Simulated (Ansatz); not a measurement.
H₂PSi₂ (SMILES [Si]1=[SiH]P1) (doublet)

```xyz
5

P    -0.0458    0.6676    0.9822
Si   -0.7224   -1.5243    0.2715
Si   -2.0985    0.2610    0.3336
H    -3.0944    1.2305   -0.2100
H     0.7091    1.2309   -0.1031
```

Geometry: B3LYP-D3(BJ)/def2-SVP.

Method: isolated molecule in a Gaussian basis; Kohn-Sham density functional theory, functional PBE0 in Ansatz.

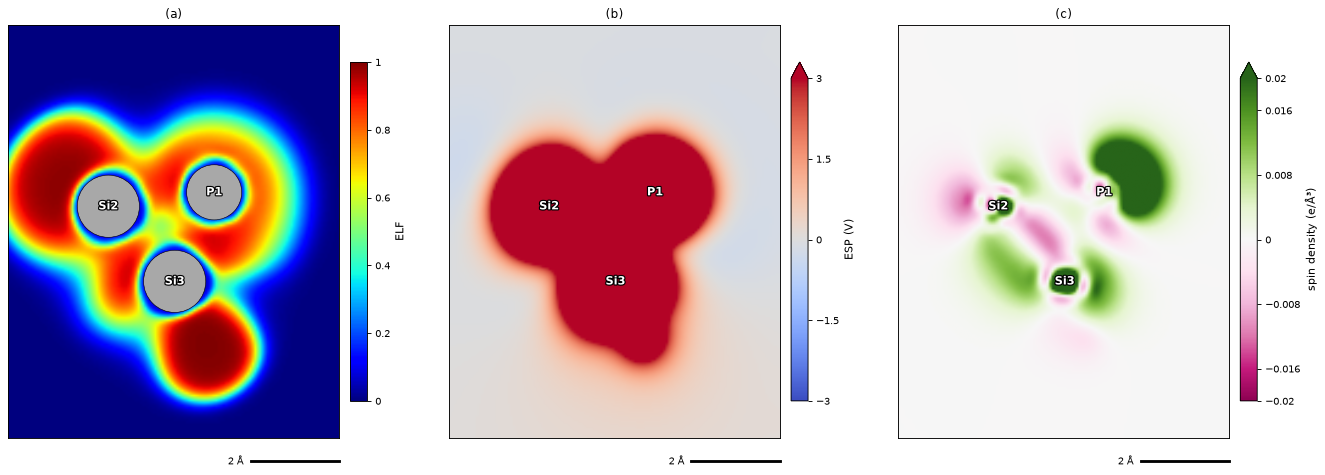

Figure 1. (a) electron localisation function; (b) molecular electrostatic potential; (c) spin density on the plane of atoms P1, Si3 and Si2. Grey discs cover the atomic cores in the ELF map.

**What do the fields say about this system?**

The section cuts through P and Si sites.
Si–P (2.19 Å): the ELF peaks at about 0.85 between the atoms; localised, covalent bonding.
Si–Si (2.25 Å): the ELF peaks at about 0.80 between the atoms (a covalent bond).
Si–P (2.40 Å): the ELF peaks at about 0.85 between the atoms: a covalent bond.
The ELF also peaks beside Si2 and P1, away from the bonds: non-bonding electrons, paired or unpaired.
The unpaired spin (1 electron) lies mostly on Si3 (about 0.4), Si2 (about 0.3) and P1 (about 0.2), in electrons by Hirshfeld's partition.
Outside the dense part of the molecule the potential is most negative (−0.3 V) near Si2.

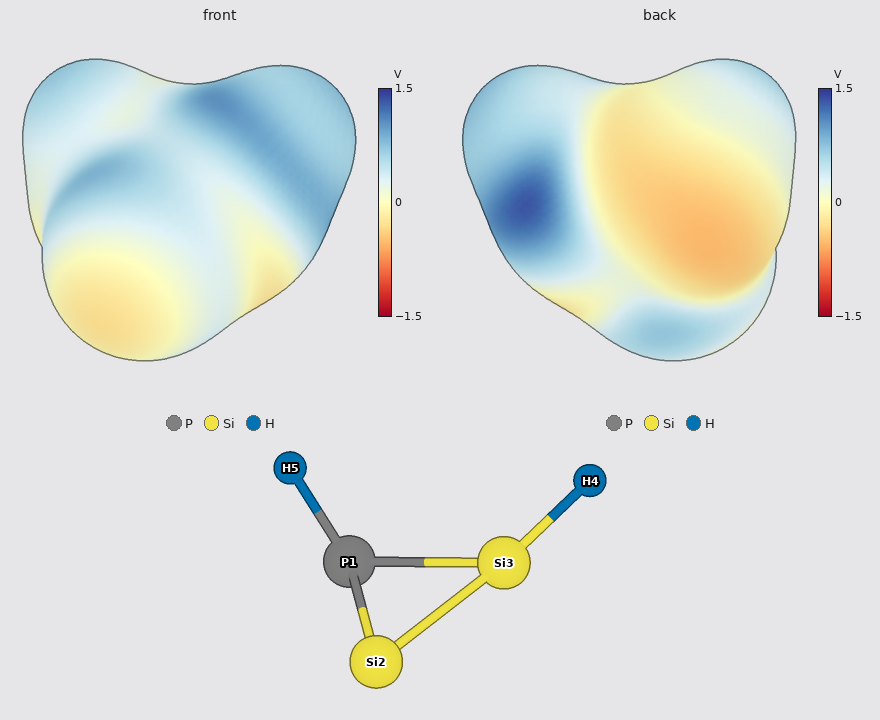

Figure 2. The electrostatic potential painted on the density surface at 0.002 e/bohr³, seen from the front and from behind; red is negative and blue positive. The bare structure is drawn below in the same view.

**Which sites attract a positive test charge, and which a negative one?**

A positive charge is drawn to the negative regions and a negative charge to the positive ones. The most negative region (about −0.5 V) lies over P1, the most positive (about +1.3 V) over Si3.

**How polar is the molecule by this calculation?**

Its dipole moment is 1.22 D.

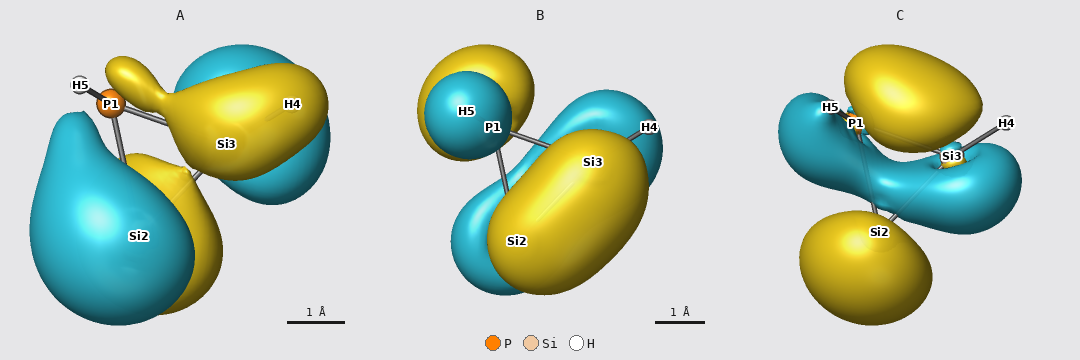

Figure 3. Three frontier orbitals at ±0.08 Å⁻³ᐟ² (yellow and cyan are the two phases), in no order.

**Which picture is the HOMO−1, the HOMO and the LUMO? All are α orbitals.**

C is the HOMO−1 (α) (−6.64 eV). By Hirshfeld shares it lies mainly on Si2 (about 40 %), P1 (about 30 %) and Si3 (about 25 %). B is the HOMO (α) (−5.99 eV). By Hirshfeld shares it lies mainly on Si3 (about 35 %), Si2 (about 30 %) and P1 (about 25 %). A is the LUMO (α) (−2.63 eV). By Hirshfeld shares it lies mainly on Si2 (about 50 %), Si3 (about 35 %) and P1 (about 5 %).

**What is the gap between the highest occupied and lowest empty α orbitals?**

3.36 eV between the orbital energies.
